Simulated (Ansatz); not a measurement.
# CH₄AlClOSi: small, medium and large basis sets

How large a basis does CH₄AlClOSi need? Two functionals are run in growing sets.

Computed with Ansatz 0.2.0, Gaussian basis. Level: one geometry, several basis sets.

Levels to be run: PBE0-D4/def2-SVP; ωB97M-V/def2-SVP; PBE0-D4/def2-QZVPP; ωB97M-V/def2-QZVPP; the functionals' def2-TZVPP values are taken from earlier runs.

### Step 1. The relaxed structure

An earlier PBE0-D4 in a triple-zeta def2 set relaxation fixed the geometry.

SMILES `[AlH2][C@@H]1O[Si@H]1Cl`, 9 atoms, charge 0, spin multiplicity 1.

Atoms are counted from 1 here; the program's logs count them from 0.

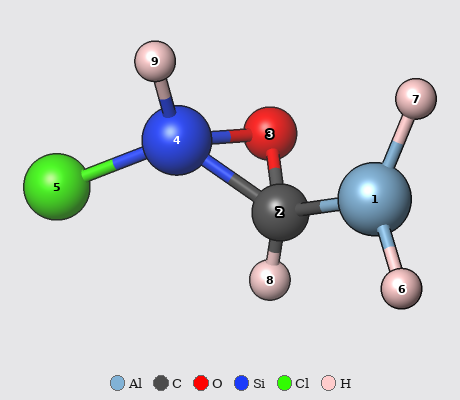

The structure; aluminium light blue, carbon dark grey, oxygen red, silicon blue, chlorine green, hydrogen pink; atoms are numbered from 1 in the order of the file.

### Step 2. PBE0-D4 in def2-SVP

Contents of in.yaml:

```yaml
crystal:
  periodic: [false, false, false]
  atoms:
    - {symbol: Al, position_ang: [1.089453, 0.449479, 1.436989]}
    - {symbol: C, position_ang: [-0.488294, 0.302370, 0.315720]}
    - {symbol: O, position_ang: [-1.103850, -1.081794, 0.122120]}
    - {symbol: Si, position_ang: [-0.483466, -0.536892, -1.288317]}
    - {symbol: Cl, position_ang: [-1.774521, -0.019141, -2.765224]}
    - {symbol: H, position_ang: [1.540184, 1.896441, 1.905465]}
    - {symbol: H, position_ang: [1.932651, -0.851769, 1.757992]}
    - {symbol: H, position_ang: [-1.276189, 1.057567, 0.376417]}
    - {symbol: H, position_ang: [0.652535, -1.262564, -1.878363]}
basis:
  gaussian: {orbitals: def2-SVP}
hamiltonian: {xc: pbe0, dispersion: d4}
output: {orbitals: {seedname: orbitals}}
```

Run with:

```
> ansatz run in.yaml --threads 4 --pin off --events-out ev --progress --plain --max-ram 10444MiB
```

What it wrote:

```text
Functional definition: PBE0
  name "PBE0"
  cite "Adamo & Barone, J. Chem. Phys. 110, 6158 (1999) doi:10.1063/1.478522"
  cite "Perdew, Burke & Ernzerhof, Phys. Rev. Lett. 77, 3865 (1996) doi:10.1103/PhysRevLett.77.3865"
  parent pbe
  parameter a = 0.25
  parameter kappa = 0.804
  parameter beta = 0.06672455060314922
  exchange = (1 - a)*pbe_x(kappa = kappa, mu = beta*pi^2/3) + a*exact_x
  correlation = pbe_c(beta = beta)
966 factors; integrals over basis functions are off by at most 9.9e-4 eV
mean field evaluation 1: about -30116.1238 eV, gradient 4.8e1 eV
mean field evaluation 2: about -30103.2095 eV, gradient 9.0e1 eV
mean field evaluation 4: about -30121.2912 eV, gradient 6.9e0 eV
mean field evaluation 8: about -30121.4754 eV, gradient 2.4e-1 eV
mean field evaluation 16: about -30121.4755 eV, gradient 2.9e-5 eV
mean field -30121.47553424 eV, -1106.9438088139 hartree, gradient 3.0e-5 eV, S^2 0.000000; 0 other end points of the search recorded, 0 dependent functions left out
reference -30121.47556487 eV, -1106.9438099396 hartree; 31, 31 occupied and 71, 71 virtual orbitals, 966 factors
Total energy: -30121.67538253 eV, -1106.9511531031 hartree
```

Run time: 1.2 s. Hardware: 4 threads of Arm Neoverse V1, shared host.

### Step 3. ωB97M-V in def2-SVP

in.yaml: that of step 2 with these lines changed.

```diff
@@ -14,3 +14,3 @@
   gaussian: {orbitals: def2-SVP}
-hamiltonian: {xc: pbe0, dispersion: d4}
+hamiltonian: {xc: {name: wB97M-V}}
 output: {orbitals: {seedname: orbitals}}
```

Same command.

What it wrote (excerpt; [...] marks lines left out):

```text
Functional definition: wB97M-V
  name "wB97M-V"
  cite "Mardirossian & Head-Gordon, J. Chem. Phys. 144, 214110 (2016) doi:10.1063/1.4952647"
  cite "Becke, J. Chem. Phys. 107, 8554 (1997) doi:10.1063/1.475007"
  cite "Vydrov & Van Voorhis, J. Chem. Phys. 133, 244103 (2010) doi:10.1063/1.3521275"
  # Of w^i u^j: cxij and so on, Table III.
[...]
  gx(w, u) = 1 - cx + cx01*u + cx10*w
  gss(w, u) = css00 + css04*u^4 + css10*w + css20*w^2 + css43*w^4*u^3
  gos(w, u) = cos00 + cos10*w + (cos20 + cos21*u)*w^2 + (cos60 + cos61*u)*w^6
[...]
      + integral(e_c_pw_mod_opposite_spin*gos(b97_w_opposite, b97_u_opposite)) + vv10(b, c)
966 factors; integrals over basis functions are off by at most 9.9e-4 eV
302 factors; integrals over basis functions are off by at most 1.0e-5 eV
[...]
mean field -30132.85796518 eV, -1107.3621054356 hartree, gradient 5.2e-5 eV, S^2 0.000000; 0 other end points of the search recorded, 0 dependent functions left out
reference -30132.85801376 eV, -1107.3621072211 hartree; 31, 31 occupied and 71, 71 virtual orbitals, 966 factors
Total energy: -30132.85801376 eV, -1107.3621072211 hartree
```

Wall time 5.5 s (4 threads of Arm Neoverse V1, shared host).

### Step 4. PBE0-D4 in def2-QZVPP

in.yaml: that of step 3 with these lines changed.

```diff
@@ -13,4 +13,4 @@
 basis:
-  gaussian: {orbitals: def2-SVP}
-hamiltonian: {xc: {name: wB97M-V}}
+  gaussian: {orbitals: "def2-QZVPP.json"}
+hamiltonian: {xc: pbe0, dispersion: d4}
 output: {orbitals: {seedname: orbitals}}
```

Same command.

What it wrote:

```text
Functional definition: PBE0
  name "PBE0"
  cite "Adamo & Barone, J. Chem. Phys. 110, 6158 (1999) doi:10.1063/1.478522"
  cite "Perdew, Burke & Ernzerhof, Phys. Rev. Lett. 77, 3865 (1996) doi:10.1103/PhysRevLett.77.3865"
  parent pbe
  parameter a = 0.25
  parameter kappa = 0.804
  parameter beta = 0.06672455060314922
  exchange = (1 - a)*pbe_x(kappa = kappa, mu = beta*pi^2/3) + a*exact_x
  correlation = pbe_c(beta = beta)
1749 factors; their error is unknown
mean field evaluation 1: about -30128.3300 eV, gradient 5.9e1 eV
mean field evaluation 2: about -30106.1259 eV, gradient 1.2e2 eV
mean field evaluation 4: about -30135.6427 eV, gradient 1.1e1 eV
mean field evaluation 8: about -30135.8960 eV, gradient 3.3e-1 eV
mean field evaluation 16: about -30135.8960 eV, gradient 4.8e-5 eV
mean field -30135.89602510 eV, -1107.4737520786 hartree, gradient 4.8e-5 eV, S^2 0.000000; 0 other end points of the search recorded, 0 dependent functions left out
reference -30135.89607088 eV, -1107.4737537609 hartree; 31, 31 occupied and 413, 413 virtual orbitals, 1749 factors
Total energy: -30136.09588854 eV, -1107.4810969244 hartree
```

Wall time 9.5 s (4 threads of Arm Neoverse V1, shared host); peak memory 1.8 GiB.

### Step 5. ωB97M-V in def2-QZVPP

in.yaml: that of step 4 with these lines changed.

```diff
@@ -14,3 +14,3 @@
   gaussian: {orbitals: "def2-QZVPP.json"}
-hamiltonian: {xc: pbe0, dispersion: d4}
+hamiltonian: {xc: {name: wB97M-V}}
 output: {orbitals: {seedname: orbitals}}
```

Same command.

What it wrote (excerpt; [...] marks lines left out):

```text
Functional definition: wB97M-V
  name "wB97M-V"
  cite "Mardirossian & Head-Gordon, J. Chem. Phys. 144, 214110 (2016) doi:10.1063/1.4952647"
  cite "Becke, J. Chem. Phys. 107, 8554 (1997) doi:10.1063/1.475007"
  cite "Vydrov & Van Voorhis, J. Chem. Phys. 133, 244103 (2010) doi:10.1063/1.3521275"
  # Of w^i u^j: cxij and so on, Table III.
[...]
  gx(w, u) = 1 - cx + cx01*u + cx10*w
  gss(w, u) = css00 + css04*u^4 + css10*w + css20*w^2 + css43*w^4*u^3
  gos(w, u) = cos00 + cos10*w + (cos20 + cos21*u)*w^2 + (cos60 + cos61*u)*w^6
[...]
      + integral(e_c_pw_mod_opposite_spin*gos(b97_w_opposite, b97_u_opposite)) + vv10(b, c)
1670 factors; their error is unknown
378 factors; integrals over basis functions are off by at most 2.9e-5 eV
[...]
mean field -30147.27195834 eV, -1107.8918099141 hartree, gradient 8.1e-5 eV, S^2 0.000000; 0 other end points of the search recorded, 0 dependent functions left out
reference -30147.27203210 eV, -1107.8918126247 hartree; 31, 31 occupied and 413, 413 virtual orbitals, 1670 factors
Total energy: -30147.27203210 eV, -1107.8918126247 hartree
```

Run time: 22 s. Hardware: 4 threads of Arm Neoverse V1, shared host; peak memory 2.1 GiB.

### Step 6. Density functionals: the series

The def2-TZVPP values come from earlier runs at the same geometry.

```csv
functional,basis,functions,energy (eV),from the largest (eV),HOMO (eV),LUMO (eV)
PBE0-D4,def2-SVP,102,-30121.6754,14.421,-7.44,-1.62
PBE0-D4,def2-TZVPP,244,-30135.0663,1.030,-7.49,-1.65
PBE0-D4,def2-QZVPP,444,-30136.0959,0.000,-7.52,-1.68
ωB97M-V,def2-SVP,102,-30132.8580,14.414,-9.60,0.08
ωB97M-V,def2-TZVPP,244,-30146.2984,0.974,-9.69,-0.03
ωB97M-V,def2-QZVPP,444,-30147.2720,0.000,-9.72,-0.19
```

### Step 7. Results

```
                                       quantity           value
PBE0-D4: double and triple zeta above quadruple  14.42, 1.03 eV
ωB97M-V: double and triple zeta above quadruple  14.41, 0.97 eV
```

**Reading.** PBE0-D4 gains 13.39 eV from double to triple zeta, then 1.03 eV more. Total energies overstate the basis error of differences, where much of it tends to cancel.

For PBE0-D4 the largest set took about 8 times as long as the smallest (9.5 s against 1.2 s).
